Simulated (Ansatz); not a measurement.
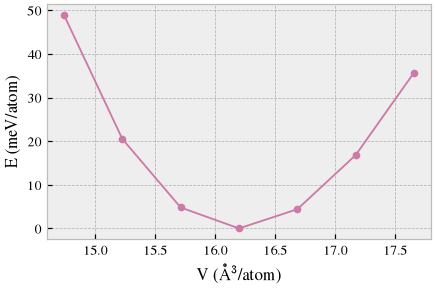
Figure: Si (simple cubic, space group No. 221) under volume change, plane-wave PAW PBE (Ansatz code), scaled uniformly.

**Question.** What does a third-order Birch–Murnaghan fit give for V₀, B₀ and B′?

**Answer.** V₀ = 16.19 Å³/atom, B₀ = 101 GPa, B′ = 4.4.

Space group Pm-3m (simple cubic). A made-up cell: these elements were put on the sites of a structure type; neither database checked (COD, Materials Project) lists it. It is not the phase usual at ambient conditions (space group No. 227). The cell was relaxed with PBE under the symmetry of its start; whether a distortion lowers the energy is not shown.

Potentials: the later of the program's two PAW sets.
